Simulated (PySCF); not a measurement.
# H₂Se, SMILES `[SeH2]`: electronic structure

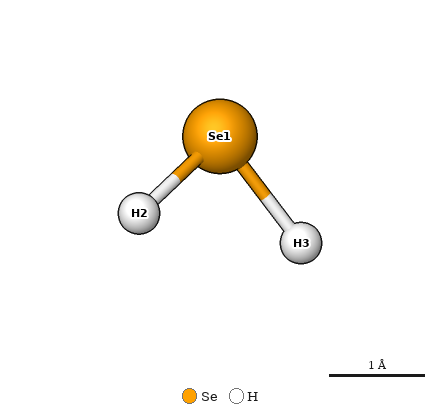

The molecule, with its atoms numbered as below. No frequency check shows the geometry to be a minimum.

Geometry (Å), atoms numbered from 1:

```
Se1      0.0000   -0.0558    0.0000
H2       1.0283    0.9487    0.0000
H3      -1.0285    0.9485    0.0000
```

### 1. Bonding charge

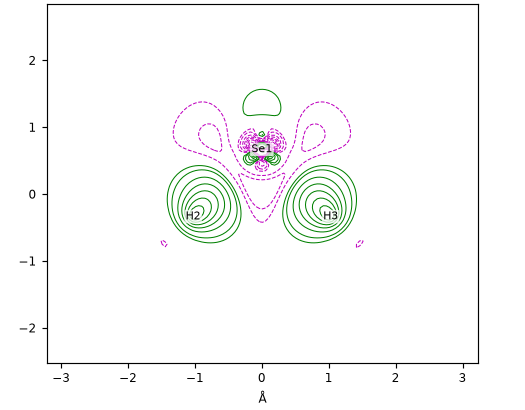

Deformation density (molecule less spherical, spin-averaged free atoms) in the molecular plane; contours at ±0.05 to ±0.8 e/Å³; solid green lines: gain, dashed magenta lines: loss.

Computed with PySCF, PBE0/def2-TZVP, geometry: GFN2-xTB.

Describe the bonding that the map shows.

Answer. Se1–H2 and Se1–H3: +0.32 e/Å³ at the bond critical point (bond length 1.44 Å, Mayer order 1.0). In all, 0.6 electrons gather in the regions of gain relative to the promolecule.

### 2. Bond critical points

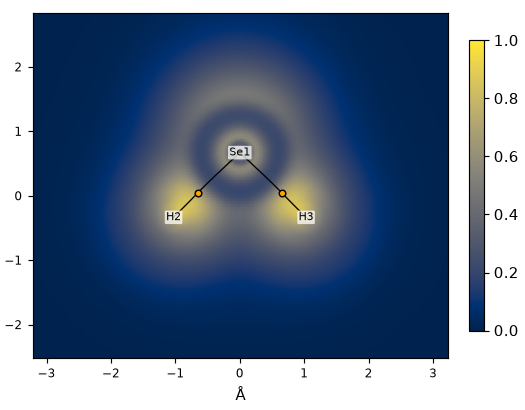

Localised orbital locator (LOL) in the molecular plane, with bond paths and bond critical points (dots).

What values does LOL take at the bond critical points in this plane?

Answer. Se1–H2 and Se1–H3: about 0.69. Values above 0.5 mark slow, localised electrons, as in shared pairs; low values at a critical point mark a polar or closed-shell contact whose critical point lies between the shells.

Where along Se1–H2 does the critical point lie?

Answer. 0.90 Å from Se1 and 0.54 Å from H2.

### 3. Local ionisation energy

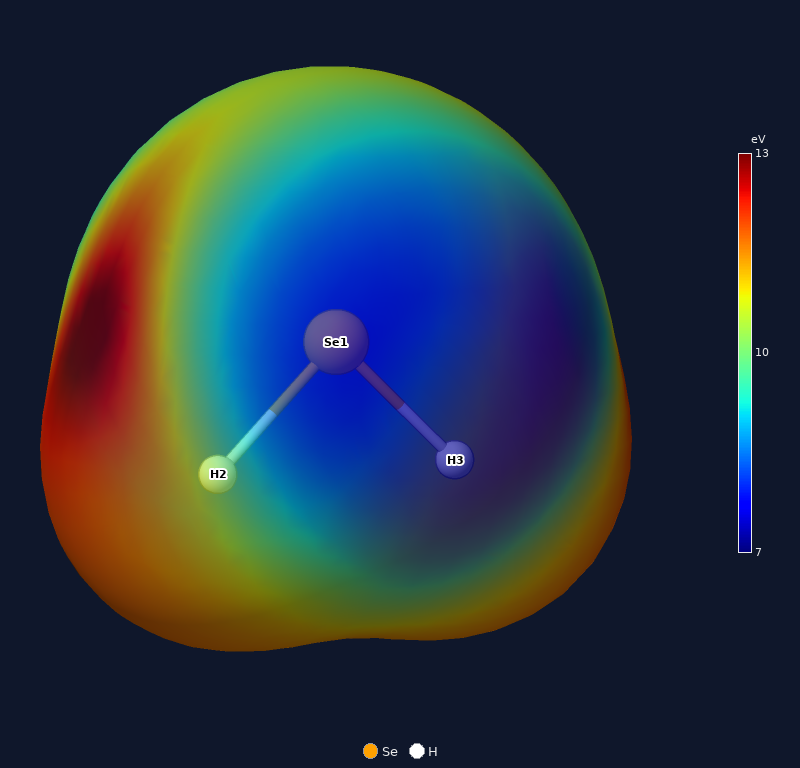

Average local ionisation energy on the surface of electron density 0.001 a.u.

Where are the most loosely bound electrons on this surface?

Answer. The lowest value is 7.5 eV, 2.4 Å from Se1, and at like points elsewhere. For comparison, the highest occupied orbital lies at −7.1 eV.

### 4. In an electric field

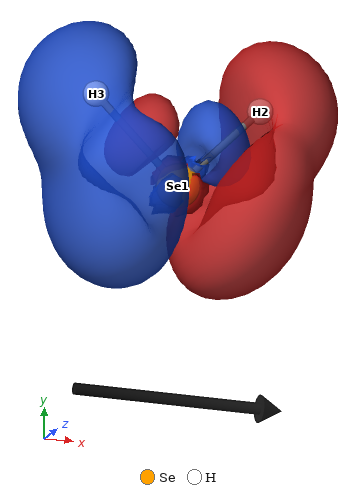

Change of the electron density in a uniform field of 0.21 V/Å along +x (arrow), surfaces at ±0.0015 e/Å³ (blue: gain, red: loss).

Method: PBE0/def2-TZVP; geometry: GFN2-xTB; program: PySCF. A basis without diffuse functions makes polarisabilities too small.

What dipole is induced, and what polarisability does it imply?

Answer. The induced dipole is 0.27 D (along the field); α along this axis, from the fields in both directions, is 27 bohr³ (4.0 Å³).

Which atoms gain and lose the most charge?

Answer. Electrons gather most on H3 (Hirshfeld charge changes by −0.009 e) and leave H2 most (+0.009 e); 0.028 electrons are displaced in all.

### 5. Removing or adding an electron

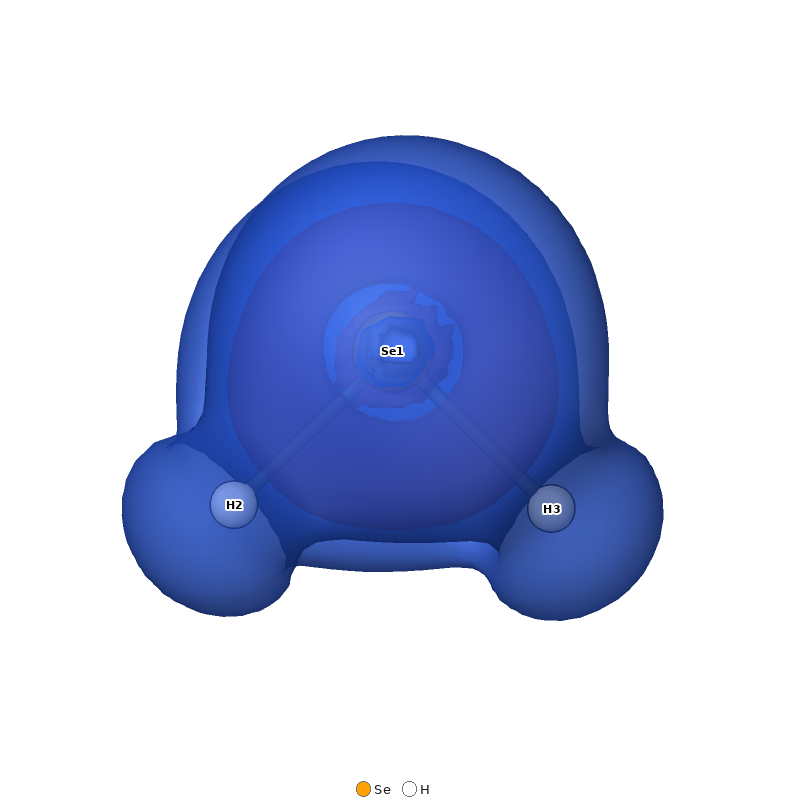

Fukui function f⁻ = ρ(N) − ρ(N−1) at fixed geometry, surfaces at ±0.02 e/Å³ (blue positive, red negative).

On which atoms does the density change most on removal of an electron?

Answer. f⁻ (Hirshfeld-condensed) is largest on Se1 (0.78); the vertical ionisation energy is 9.80 eV. Condensed values hint at sites of electrophilic attack but needn't mark the atom that reacts. Orbital relaxation makes it negative in places (0.09 e in all).

```
atom     f⁻  charge
 Se1  +0.78   −0.06
  H2  +0.11   +0.03
  H3  +0.11   +0.03
```
